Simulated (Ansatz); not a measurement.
# CH3FOSSi: inputs that go wrong

Aim: try 3 inputs for CH3FOSSi as typed, read how each ends, and find what has to change.

Computed with Ansatz 0.2.0, Gaussian basis. Level: the settings change from run to run.

## 1. The molecule

The structure was relaxed beforehand with PBE0-D4 in a triple-zeta def2 set.

SMILES `O[Si@H]1S[C@H]1F`, 8 atoms, charge 0, spin multiplicity 1.

Atoms are counted from 1 here; the program's logs count them from 0.

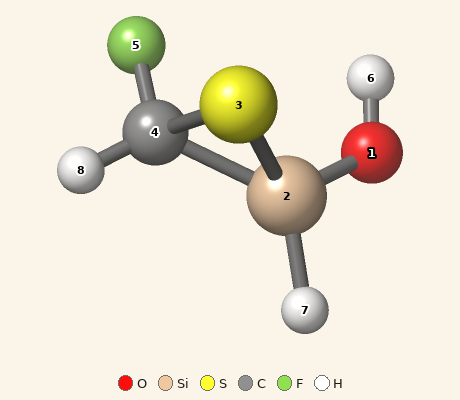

The structure; oxygen red, silicon light orange, sulfur yellow, carbon grey, fluorine green, hydrogen white; atoms are numbered from 1 in the order of the file.

## 2. Input 1

Contents of in.yaml:

```yaml
crystal:
  periodic: [false, false, false]
  atoms:
    - {symbol: O, position_ang: [-0.190569, 1.071644, 0.520189]}
    - {symbol: Si, position_ang: [0.440374, 0.245895, 0.065656]}
    - {symbol: S, position_ang: [0.339917, -1.061887, 0.749182]}
    - {symbol: C, position_ang: [-0.111742, -0.668881, -0.347207]}
    - {symbol: F, position_ang: [-0.963262, -0.314078, -0.219120]}
    - {symbol: H, position_ang: [-0.491652, 1.046255, 0.645065]}
    - {symbol: H, position_ang: [1.675164, 0.435165, -0.085876]}
    - {symbol: H, position_ang: [-0.067890, -0.891025, -0.723779]}
basis:
  gaussian: {orbitals: def2-mTZVPP}
hamiltonian: {xc: {name: BLYP}}
scf: {lower_state_search: light}
output: {forces: true}
```

The run is started by

```sh
> ansatz run in.yaml --threads 2 --pin off --events-out ev --progress --plain --max-ram 4352MiB
```

Standard output:

```text
Functional definition: BLYP
  name "BLYP"
  cite "Becke, Phys. Rev. A 38, 3098 (1988) doi:10.1103/PhysRevA.38.3098"
  cite "Lee, Yang & Parr, Phys. Rev. B 37, 785 (1988) doi:10.1103/PhysRevB.37.785"
  parameter beta = 0.0042
  parameter a = 0.04918
  parameter b = 0.132
  parameter c = 0.2533
  parameter d = 0.349
  exchange = b88_x(beta = beta)
  correlation = lyp_c(a = a, b = b, c = c, d = d)
1153 factors; their error is unknown
mean field evaluation 1: about -24327.6599 eV, gradient 1.9e2 eV
mean field evaluation 2: about -24066.7980 eV, gradient 3.7e2 eV
mean field evaluation 4: about -24379.6584 eV, gradient 4.1e1 eV
mean field evaluation 8: about -24382.2568 eV, gradient 1.7e-1 eV
mean field evaluation 16: about -24382.2732 eV, gradient 1.5e-3 eV
mean field -24382.27318517 eV, -896.0320126568 hartree, gradient 3.4e-5 eV, S^2 0.000000; 0 other end points of the search recorded, 0 dependent functions left out
the calculation of the forces begins
reference -24382.27347008 eV, -896.0320231268 hartree; 28, 28 occupied and 108, 108 virtual orbitals, 1153 factors
Total energy: -24382.27347008 eV, -896.0320231268 hartree
Atom 0 at    -0.190569     1.071644     0.520189 Å, force   549.122501   108.521004  -213.994168 eV/Å
Atom 1 at     0.440374     0.245895     0.065656 Å, force    82.885167    43.010555   -15.589271 eV/Å
Atom 2 at     0.339917    -1.061887     0.749182 Å, force    20.706857   -56.903555    59.864417 eV/Å
Atom 3 at    -0.111742    -0.668881    -0.347207 Å, force    -2.565291    42.083285   123.159993 eV/Å
Atom 4 at    -0.963262    -0.314078    -0.219120 Å, force   -92.626473    28.335470     2.419860 eV/Å
Atom 5 at    -0.491652     1.046255     0.645065 Å, force  -589.561709   -45.166584   245.692855 eV/Å
Atom 6 at     1.675164     0.435165    -0.085876 Å, force     6.761194     2.286864    -1.406514 eV/Å
Atom 7 at    -0.067890    -0.891025    -0.723779 Å, force    25.277755  -122.167040  -200.147172 eV/Å
Dipole moment:    -0.477468     0.180250    -0.227350 e Å
```

Run time: 2.6 s. Hardware: 2 threads of Arm Neoverse V1, shared host.

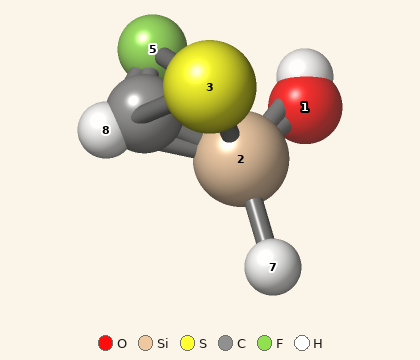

The geometry of this input.

What is wrong: The run converged, but a converged run isn't a right one. The geometry is squeezed well below its size. The shortest distance is 0.33 Å (O1–H6), against 0.96 Å in the relaxed molecule. Its coordinates are also moved off the relaxed structure. Its energy is no property of the relaxed molecule. Fix: use the relaxed coordinates.

## 3. Input 2

Contents of in.yaml:

```yaml
crystal:
  periodic: [true, true, true]
  atoms:
    - {symbol: O, position_ang: [-0.009837, 1.755663, 0.726824]}
    - {symbol: Si, position_ang: [0.695086, 0.412890, 0.137204]}
    - {symbol: S, position_ang: [0.394520, -1.463324, 0.993564]}
    - {symbol: C, position_ang: [-0.342191, -0.910907, -0.622189]}
    - {symbol: F, position_ang: [-1.705592, -0.752971, -0.585957]}
    - {symbol: H, position_ang: [-0.889134, 1.660468, 1.101665]}
    - {symbol: H, position_ang: [2.022523, 0.805240, -0.359677]}
    - {symbol: H, position_ang: [-0.073176, -1.564158, -1.447234]}
basis:
  gaussian: {orbitals: def2-TZVPD}
hamiltonian: {xc: {name: HSE06}}
output: {forces: true}
```

Same command.

Standard output:

```text
Error: YAML parse error: error: line 2 column 3: crystal: missing field `lattice` (a structure is typed as `lattice` and `atoms`, a molecule's as `atoms` in Å alone, or read from a run's directory, `checkpoint`)
 --> <input>:2:3
  |
1 | crystal:
2 |   periodic: [true, true, true]
  |   ^ crystal: missing field `lattice` (a structure is typed as `lattice` and `atoms`, a molecule's as `atoms` in Å alone, or read from a run's directory, `checkpoint`)
3 |   atoms:
4 |     - {symbol: O, position_ang: [-0.009837, 1.755663, 0.726824]}
  |
```

Run time: 0.05 s. Hardware: 2 threads of Arm Neoverse V1, shared host.

**Diagnosis.** Refused before any calculation. The molecule is marked periodic without a cell. Fix: set periodic to false, or give a lattice.

## 4. Input 3

Contents of in.yaml:

```yaml
crystal:
  periodic: [false, false, false]
  atoms:
    - {symbol: O, position_ang: [-0.009837, 1.755663, 0.726824]}
    - {symbol: Si, position_ang: [0.695086, 0.412890, 0.137204]}
    - {symbol: S, position_ang: [0.394520, -1.463324, 0.993564]}
    - {symbol: C, position_ang: [-0.342191, -0.910907, -0.622189]}
    - {symbol: F, position_ang: [-1.705592, -0.752971, -0.585957]}
    - {symbol: H, position_ang: [-0.889134, 1.660468, 1.101665]}
    - {symbol: H, position_ang: [2.022523, 0.805240, -0.359677]}
    - {symbol: H, position_ang: [-0.073176, -1.564158, -1.447234]}
basis:
  gaussian: {orbitals: pcseg-2}
hamiltonian: {xc: {name: B3LYP-D3}, dispersion: d3bj}
output: {forces: true}
```

Launched as before.

Standard output:

```text
Error: YAML parse error: error: line 14 column 19: hamiltonian.xc: no functional is named "B3LYP-D3"; the names, which are not case-sensitive, are SVWN5, SPW92, PBE, PBE0, PBEsol, revPBE, revPBE0, RPBE, rPW86-PBE, HSE06, wPBEh, LC-wPBE, HISS, HF, BLYP, B3LYP, B3LYP5, BHLYP, CAM-B3LYP, r2SCAN, r2SCANh, r2SCAN0, r2SCAN50, m-r2SCAN, B97, wB97, wB97X, wB97X-V, B97M-V, wB97M-V, B2PLYP, B2GP-PLYP, PBE0-DH, PBE-QIDH
  --> <input>:14:19
   |
12 | basis:
13 |   gaussian: {orbitals: pcseg-2}
14 | hamiltonian: {xc: {name: B3LYP-D3}, dispersion: d3bj}
   |                   ^ hamiltonian.xc: no functional is named "B3LYP-D3"; the names, which are not case-sensitive, are SVWN5, SPW92, PBE, PBE0, PBEsol, revPBE, revPBE0, RPBE, rPW86-PBE, HSE06, wPBEh, LC-wPBE, HISS, HF, BLYP, B3LYP, B3LYP5, BHLYP, CAM-B3LYP, r2SCAN, r2SCANh, r2SCAN0, r2SCAN50, m-r2SCAN, B97, wB97, wB97X, wB97X-V, B97M-V, wB97M-V, B2PLYP, B2GP-PLYP, PBE0-DH, PBE-QIDH
15 | output: {forces: true}
   |
```

It took 0.05 s on 2 threads of Arm Neoverse V1, shared host.

What is wrong: The program refused the input. The method's name isn't one that the program takes here. To mend it, name a functional that the program knows.

## 5. Summary

| input | level | ended | cause | time |
| --- | --- | --- | --- | --- |
| 1 | BLYP/def2-mTZVPP | converged | the geometry is squeezed well below its size | 2.6 s |
| 2 | HSE06/def2-TZVPD | refused | the molecule is marked periodic without a cell | 0.05 s |
| 3 | B3LYP-D3/pcseg-2 | refused | the method's name isn't one that the program takes here | 0.05 s |

1 converged, 2 refused. A refusal costs next to no computing time. The dangerous case is the input that converges on a wrong geometry, charge, spin, basis or grid: often only a look at the input shows it.
